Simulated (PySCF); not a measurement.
C₁₁H₈O₂, SMILES c1c(cccc1)C(=O)c1occc1 at its GFN2-xTB optimised geometry (Å):

```
21

O     -1.8491    -0.9649     0.5710
C     -1.2544    -0.0726    -0.0064
C      0.2286    -0.0024    -0.0212
C      0.9345    -1.2046     0.0000
C      2.3156    -1.2046     0.0000
C      3.0066    -0.0033     0.0000
C      2.3115     1.1951     0.0054
C      0.9285     1.2010    -0.0080
C     -1.9930     0.9556    -0.7417
C     -3.3547     1.1643    -0.7788
C     -3.5668     2.2395    -1.6608
C     -2.3280     2.6040    -2.1062
O     -1.3780     1.8425    -1.5609
H      0.3779    -2.1298     0.0099
H      2.8554    -2.1399     0.0057
H      4.0868    -0.0006     0.0039
H      2.8507     2.1309     0.0224
H      0.3977     2.1399     0.0173
H     -4.0868     0.6082    -0.2307
H     -4.5039     2.6804    -1.9320
H     -2.0127     3.3667    -2.7917
```

Calculation: B3LYP/def2-SVP run with PySCF 2.14.0. Cells within 0.4 Å of a nucleus heavier than hydrogen are left out (blank, or x).

Map of the electrostatic potential (hartree/e), clipped to [-0.08, 0.12] on the plane z = 0.6 Å:

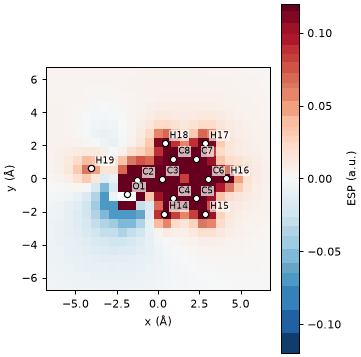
Figure: Electrostatic potential (hartree/e), clipped to [-0.08, 0.12] on the plane z = 0.6 Å.
